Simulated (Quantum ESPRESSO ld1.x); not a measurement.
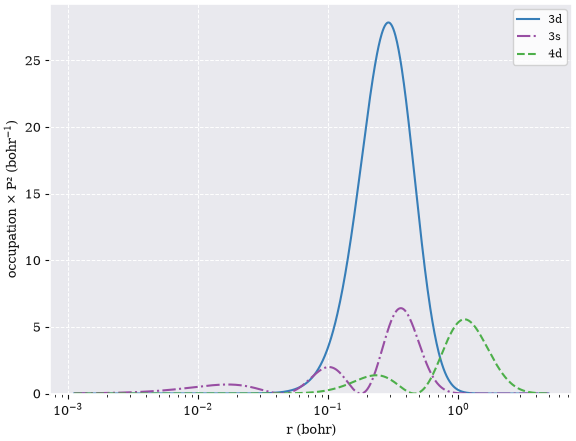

The Rh²⁺ ion in the configuration [Kr] 4d7. Level of theory: non-relativistic Kohn-Sham, PBEsol, spin-unpolarised, spherical densities, point nucleus. Computed with Quantum ESPRESSO ld1.x 7.5.

The plot shows the radial probability densities P² of 4d, 3d and 3s, each times its occupation.

Describe it and give its main numbers.

3d: outer maximum at 0.292 bohr, ⟨r⟩ = 0.370 bohr, 0 nodes, eigenvalue −326.0 eV; 3s: outer maximum at 0.362 bohr, ⟨r⟩ = 0.403 bohr, 2 nodes, eigenvalue −586.7 eV; 4d: outer maximum at 1.12 bohr, ⟨r⟩ = 1.43 bohr, 1 node, eigenvalue −26.1 eV.
